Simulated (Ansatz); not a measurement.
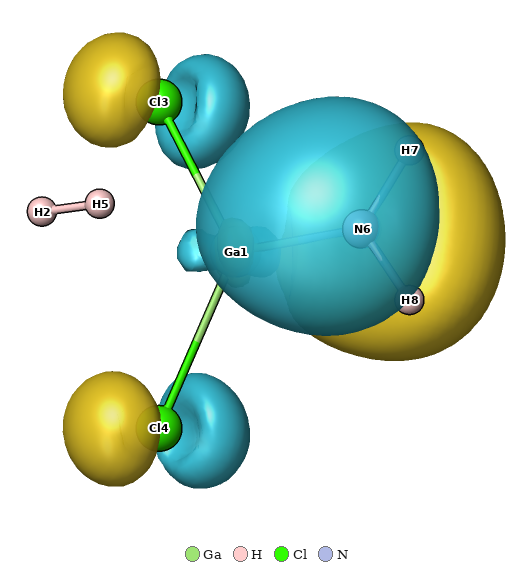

Figure 1: Cl$_{2}$GaH$_{2}$N···H$_{2}$. One frontier orbital at ±0.08 Å⁻³ᐟ² (yellow and cyan are the two phases), seen from one side.

The product side of a reaction path; geometry: PBE0-D4/def2-TZVP.

All numbers below come from Ansatz 0.2.0, RKS PBE0-D4/def2-TZVPP.

```yaml
atoms:
  - { symbol: Ga, position_ang: [0.3812, -0.7712, -0.1094] }
  - { symbol: H, position_ang: [-2.3976, 0.1365, 0.1998] }
  - { symbol: Cl, position_ang: [-0.2212, -1.5629, -1.9879] }
  - { symbol: Cl, position_ang: [0.0596, -1.9383, 1.6379] }
  - { symbol: H, position_ang: [-1.9987, 0.7690, 0.2344] }
  - { symbol: N, position_ang: [1.1351, 0.8558, 0.0007] }
  - { symbol: H, position_ang: [1.4565, 1.3417, -0.8191] }
  - { symbol: H, position_ang: [1.5853, 1.1696, 0.8436] }
```

Q: Which orbital is it: HOMO or LUMO?

A: The HOMO, at −8.06 eV. It lies mainly on N6 (about 70 %) and Ga1 (about 10 %); largely a lone pair of N6.
